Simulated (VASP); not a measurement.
Shape and ions are relaxed at each volume.

Energy against volume of MnF2 (rutile). The numbers are results of PBE GGA with D3 dispersion (Becke-Johnson damping), VASP's PBE PAW potentials (set 64) (plane waves; VASP 6.6.1), not measurements.

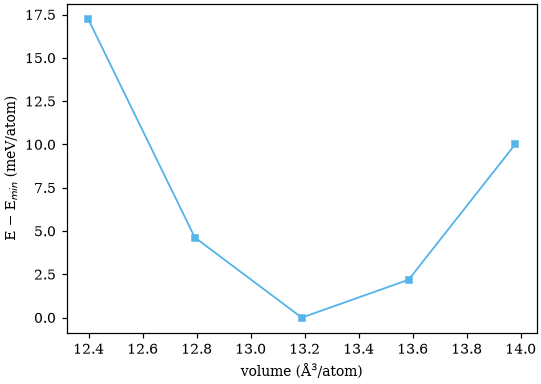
Fig. 1. Energy against volume

Estimate the equilibrium volume and the bulk modulus.

The minimum lies near 13.2 Å³/atom, and the curvature gives B0 of about 89 GPa.

The compound is MnF2 in the rutile structure. It was relaxed first.
